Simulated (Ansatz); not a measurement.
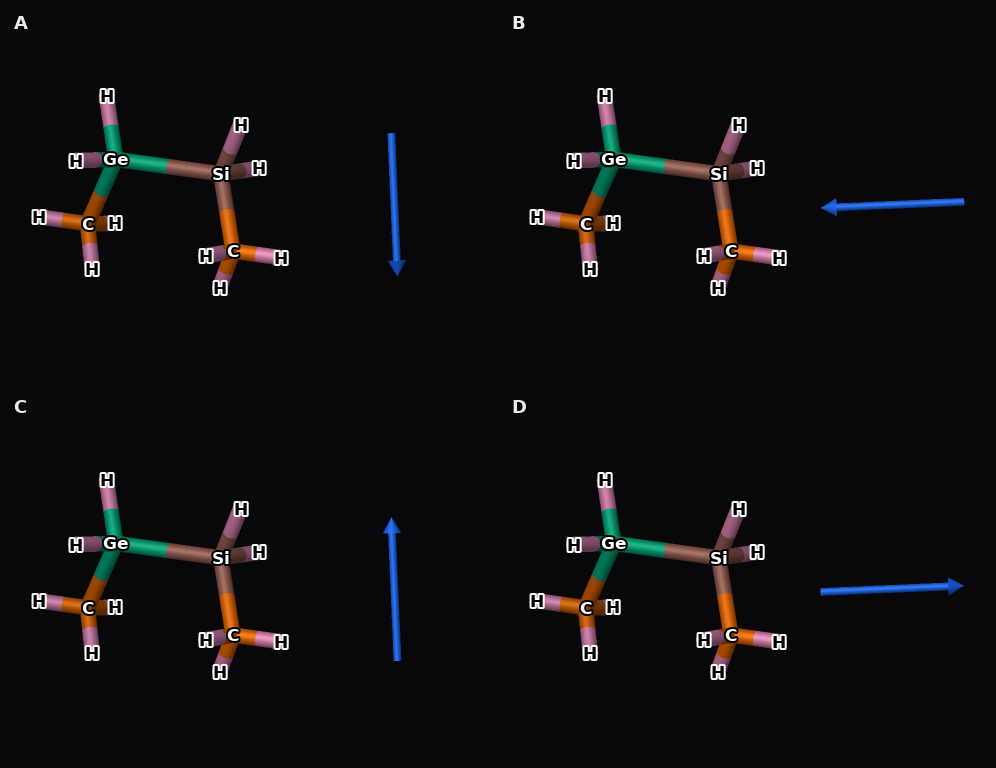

The same molecule four times, each with an arrow. The geometry was computed by an optimisation with PBE0-D4/def2-TZVP. No frequency run is at hand to confirm it as a minimum. Level of theory: RKS PBE-D4/def2-TZVPP (Ansatz 0.2.0).

Which arrow points along the dipole moment, from the negative to the positive end?

Answer. A. The dipole moment is 1.19 D.
